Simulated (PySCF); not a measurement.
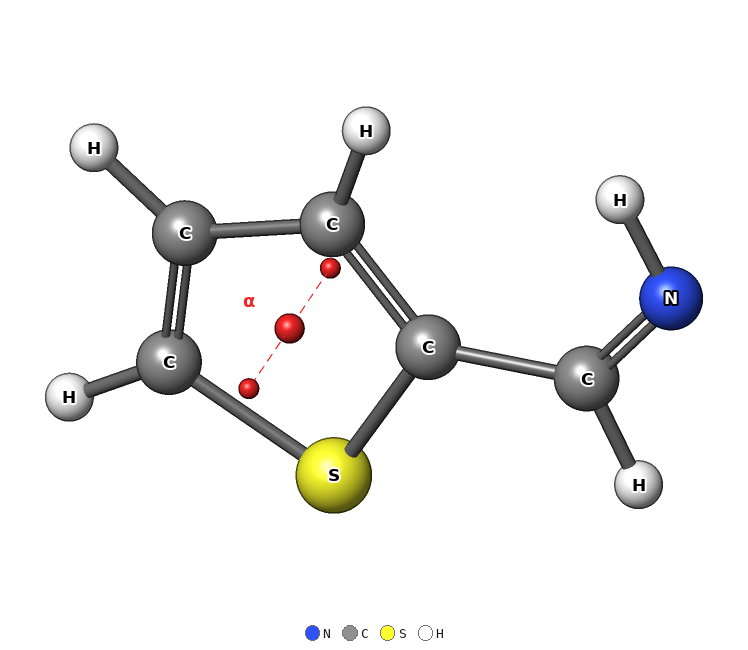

The small points mark where nucleus-independent chemical shifts (NICS) were computed: at the centre of each lettered ring and 1 Å above and below it. Computed geometry: GFN2-xTB optimisation. No frequency run is at hand to confirm it as a minimum. Level of theory: GIAO PBE0/pcSseg-1 NMR shielding, non-relativistic, gas phase (PySCF 2.14.0).

Give NICS(0), NICS(1) and the out-of-plane component NICS(1)zz for each ring (means of the two sides).

```tsv
ring	members	NICS(0)	NICS(1)	NICS(1)zz
α	C4S	−12.1	−11.4	−26.5
```

Values in ppm.

What do the values say about the ring currents?

Ring α: diatropic, as in an aromatic ring. NICS is one index among several.
